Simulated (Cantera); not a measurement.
Charge: 1 mol Si₂Cl₆, 180 mol N₂, held at 100000 Pa.

These are equilibrium values from Cantera (NASA tables, ideal gas, pure condensed phases), not measurements of a reactor. Candidate condensed phases: Si, Si₃N₄; 13 gas species. The feed counts by its element totals alone. N₂ is the only nitrogen source here; it is nearly inert below about 1500 K, so the nitride shown seldom forms there in practice. The tables' values for SiCl₃ are old estimates; treat these amounts as uncertain. The numbers say what is thermodynamically allowed, not how fast it happens.

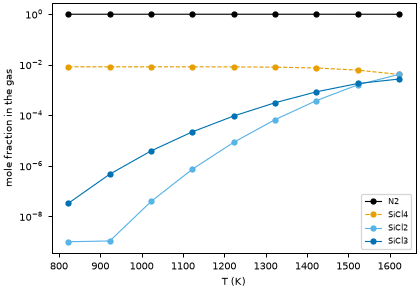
*Equilibrium gas composition (values under 1e-9 drawn at 1e-9)*

Task: Read off the mole fractions at 1523 K.

Result: N₂ about 0.99, SiCl₄ about 0.0061, SiCl₃ about 0.0018, SiCl₂ about 0.0016.
